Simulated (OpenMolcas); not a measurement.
# singlet CH2F3Si+ at 6 levels

Wanted: a comparison of 6 runs (HF/3-21G, B3LYP/6-31G*, M06-2X/def2-SVP, SVWN5/def2-SVP, revPBE/def2-SVP, MP2/def2-SVP) of singlet CH2F3Si+. 

Program for the calculation: OpenMolcas 26.06.

1 further run of the same task is left out (set aside as unsound or not needed).

## Step 1: The structure to begin with

CH2F3Si+ has 7 atoms, charge +1, and is taken as a singlet. As SMILES of the parent species, `[CH2][Si](F)(F)F`. Geometry: relaxed at PBE0-D4/def2-TZVP. That shape belongs to the parent species and isn't relaxed for this state.

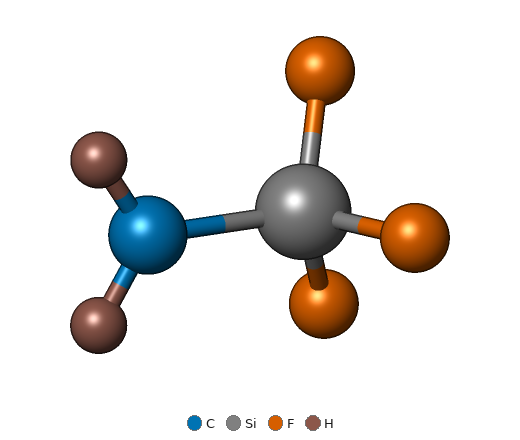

Viewed from a chosen angle; carbon blue, silicon grey, fluorine orange, hydrogen brown.

## Step 2: The energy at HF/3-21G (run 1)

Input file test.inp:

```
&GATEWAY
  BasLib=$CurrDir
  Coord
  7
  bohr
  C     -1.30731253     0.75910298     1.44280590
  Si     0.83695970    -0.49302955    -0.91368258
  F      0.01776343     0.33731611    -3.65510827
  F      0.93617032    -3.47331662    -0.90914724
  F      3.62241601     0.45599091    -0.44710920
  H     -3.27130489     1.16444924     1.02460950
  H     -0.71885182     1.12079656     3.37146038
  Basis=3-21G
  Group=NoSym

&SEWARD

&SCF
  Charge=1
  Thresholds=1e-10 1e-07 1e-07 1e-05
  PrOrbitals=1
```

The basis set 3-21G is read from a file made from the Basis Set Exchange's data (not shown).

Command:

```
$ export MOLCAS_MEM=1860
$ pymolcas test.inp > test.log
```

Log:

```text
--- Start Module: gateway ---
[...]
--- Stop Module: gateway /rc=_RC_ALL_IS_WELL_ ---
--- Start Module: seward ---
[...]
      Basis functions           53
--- Stop Module: seward /rc=_RC_ALL_IS_WELL_ ---
--- Start Module: scf ---
[...]
       Convergence after  20 Iterations
[...]
::    Total SCF energy                               -622.7085427984
[...]
      Total spin, S                                     0.0000000000
[...]
      Total electronic charge=   48.000000
      Total            charge=    1.000000
[...]
      Dipole Moment (debye):
      Origin of the operator (angstrom)=    0.4846   -0.2849   -0.5294
                   X= -6.7799E+00               Y=  3.8906E+00               Z=  7.4562E+00           Total=  1.0803E+01
      Center of Charge (angstrom)
[...]
--- Stop Module: scf /rc=_RC_ALL_IS_WELL_ ---
[...]
```

It took 2.7 s on 1 thread of Intel Xeon at 2.60GHz (Ice Lake), shared host; peak memory 0.39 GiB.

## Step 3: The energy at B3LYP/6-31G(d) (spherical functions) (run 2)

Input file run.inp:

```
>>> EXPORT MOLCAS_PRINT=2

&gateway
  baslib = $CurrDir
  coord
  7
  angstrom
  C       -0.691800       0.401700       0.763500
  Si       0.442900      -0.260900      -0.483500
  F        0.009400       0.178500      -1.934200
  F        0.495400      -1.838000      -0.481100
  F        1.916900       0.241300      -0.236600
  H       -1.731100       0.616200       0.542200
  H       -0.380400       0.593100       1.784100
  basis = 6-31Gs
  group = NoSym

&seward
  gridinput
  Grid=UltraFine
  End of Grid

&scf
  charge = 1
  ksdft = B3LYP
  thresholds = 1e-10 1e-07 1e-07 1e-05
  prorbitals = 1 2
```

The basis set 6-31G* is read from a file made from the Basis Set Exchange's data (not shown).

Command:

```
$ export MOLCAS_MEM=1860
$ pymolcas run.inp > run.log
```

Log:

```text
--- Start Module: gateway ---
[...]
--- Stop Module: gateway /rc=_RC_ALL_IS_WELL_ ---
--- Start Module: seward ---
[...]
      Basis functions           78
--- Stop Module: seward /rc=_RC_ALL_IS_WELL_ ---
[...]
--- Start Module: scf ---
[...]
       Convergence after  20 Iterations
[...]
::    Total KS-DFT energy                            -628.0680831543
[...]
      Total spin, S                                     0.0000000000
[...]
      Total electronic charge=   48.000000
      Total            charge=    1.000000
[...]
      Dipole Moment (debye):
      Origin of the operator (angstrom)=    0.4846   -0.2849   -0.5294
                   X= -5.5893E+00               Y=  3.1069E+00               Z=  6.1651E+00           Total=  8.8827E+00
      Center of Charge (angstrom)
[...]
--- Stop Module: scf /rc=_RC_ALL_IS_WELL_ ---
[...]
```

It took 25 s on 1 thread of Intel Xeon at 2.60GHz (Ice Lake), shared host; peak memory 0.44 GiB.

## Step 4: A single-point energy at M06-2X/def2-SVP (run 3)

Input file geom.xyz:

```xyz
7

C     -0.691800     0.401700     0.763500
Si     0.442900    -0.260900    -0.483500
F      0.009400     0.178500    -1.934200
F      0.495400    -1.838000    -0.481100
F      1.916900     0.241300    -0.236600
H     -1.731100     0.616200     0.542200
H     -0.380400     0.593100     1.784100
```

Input file mol.inp:

```
* CH2F3Si Kohn-Sham DFT
>>> EXPORT MOLCAS_PRINT=2

&GATEWAY
 BasLib=$CurrDir
 Coord=geom.xyz
 Basis=def2-SVP
 Group=NoSym

&SEWARD
 GridInput
 Grid=UltraFine
 End of Grid

&SCF
 Charge=1
 KSDFT=M062X
 Thresholds=1e-10 1e-07 1e-07 1e-05
 PrOrbitals=0
```

The basis set def2-SVP is read from a file made from the Basis Set Exchange's data (not shown).

Command:

```
$ export MOLCAS_MEM=1860
$ pymolcas mol.inp > mol.log
```

Log:

```text
--- Start Module: gateway ---
[...]
--- Stop Module: gateway /rc=_RC_ALL_IS_WELL_ ---
--- Start Module: seward ---
[...]
      Basis functions           84
--- Stop Module: seward /rc=_RC_ALL_IS_WELL_ ---
[...]
--- Start Module: scf ---
[...]
       Convergence after  17 Iterations
[...]
::    Total KS-DFT energy                            -627.5764029723
[...]
      Total spin, S                                     0.0000000000
[...]
      Total electronic charge=   48.000000
      Total            charge=    1.000000
[...]
      Dipole Moment (debye):
      Origin of the operator (angstrom)=    0.4846   -0.2849   -0.5294
                   X= -5.9875E+00               Y=  3.4027E+00               Z=  6.5925E+00           Total=  9.5336E+00
      Center of Charge (angstrom)
[...]
--- Stop Module: scf /rc=_RC_ALL_IS_WELL_ ---
[...]
```

Run time: 29 s. Hardware: 1 thread of Intel Xeon at 2.60GHz (Ice Lake), shared host; peak memory 0.46 GiB.

Runs 4 to 5 aren't shown in full; the table further down has their settings and results.

## Step 5: The energy at MP2/def2-SVP (run 6)

Input file struct.xyz:

```xyz
7

C     -0.691800     0.401700     0.763500
Si     0.442900    -0.260900    -0.483500
F      0.009400     0.178500    -1.934200
F      0.495400    -1.838000    -0.481100
F      1.916900     0.241300    -0.236600
H     -1.731100     0.616200     0.542200
H     -0.380400     0.593100     1.784100
```

Input file test.input:

```
>>> EXPORT MOLCAS_PRINT=2
&GATEWAY
BasLib = $CurrDir
Coord = struct.xyz
Basis = def2-SVP
Group = NoSym
&SEWARD
&SCF
Charge = 1
Thresholds = 1e-10 1e-07 1e-07 1e-05
PrOrbitals = 1 1
&MBPT2
Frozen = 9
```

The basis set def2-SVP is read from a file made from the Basis Set Exchange's data (not shown).

Command:

```
$ export MOLCAS_MEM=1860
$ pymolcas test.input > test.log
```

Log:

```text
--- Start Module: gateway ---
[...]
--- Stop Module: gateway /rc=_RC_ALL_IS_WELL_ ---
[...]
      Basis functions           84
[...]
--- Start Module: scf ---
[...]
       Convergence after  18 Iterations
[...]
::    Total SCF energy                               -625.7025877359
[...]
      Total spin, S                                     0.0000000000
[...]
      Total electronic charge=   48.000000
      Total            charge=    1.000000
[...]
      Dipole Moment (debye):
      Origin of the operator (angstrom)=    0.4846   -0.2849   -0.5294
                   X= -6.4150E+00               Y=  3.6985E+00               Z=  7.0544E+00           Total=  1.0227E+01
      Center of Charge (angstrom)
[...]
--- Stop Module: scf /rc=_RC_ALL_IS_WELL_ ---
[...]
--- Start Module: mbpt2 ---
[...]
WARNING!
Default frozen orbitals as non valence orbitals is overwritten by user input.
Default values:   6
[...]
       Reference weight ( Cref**2 )         =        0.85029
::    Total MBPT2 energy                             -626.4429151388
[...]
      Total MBPT2 calculations                           0.26      0.31
--- Stop Module: mbpt2 /rc=_RC_ALL_IS_WELL_ ---
[...]
```

Run time: 7.8 s. Hardware: 1 thread of Intel Xeon at 2.60GHz (Ice Lake), shared host; peak memory 0.46 GiB.

## Step 6: The series

```
run                               level  integration grid  frozen core orbitals  energy (Eh)  HOMO energy (eV)  LUMO energy (eV)  HOMO–LUMO gap (eV)  wall time
  1                            HF/3-21G                 –                     –  -622.708543            -22.69             -9.32               13.38      2.7 s
  2  B3LYP/6-31G* (spherical functions)         UltraFine                     –  -628.068083            -16.94            -13.53                3.41       25 s
  3                     M06-2X/def2-SVP         UltraFine                     –  -627.576403            -19.49            -12.27                7.22       29 s
  4                      SVWN5/def2-SVP         UltraFine                     –  -624.291026            -15.80            -14.63                1.18       23 s
  5                     revPBE/def2-SVP         UltraFine                     –  -627.532059            -15.49            -14.22                1.27       32 s
  6                        MP2/def2-SVP                 –                     9  -626.442915            -23.07             -8.92               14.14      7.8 s
```

## Step 7: What came out

| quantity | value |
| --- | --- |
| run 6: total energy | -626.44292 Eh |
| run 6: HOMO energy (Hartree–Fock orbitals) | -23.07 eV |
| run 6: LUMO energy (Hartree–Fock orbitals) | -8.92 eV |
| run 6: HOMO–LUMO gap (Hartree–Fock orbitals) | 14.14 eV |
| run 6: correlation energy (9 core orbitals frozen) | -740.3 mEh |

In words: Over runs 1, 2, 3, 4, 5 the HOMO–LUMO gap runs from 1.18 eV (SVWN5/def2-SVP) to 13.38 eV (HF/3-21G). The two ends differ in method and basis. Totals of different functionals can't be ranked against each other. All runs together took 2 min, the longest 32 s.
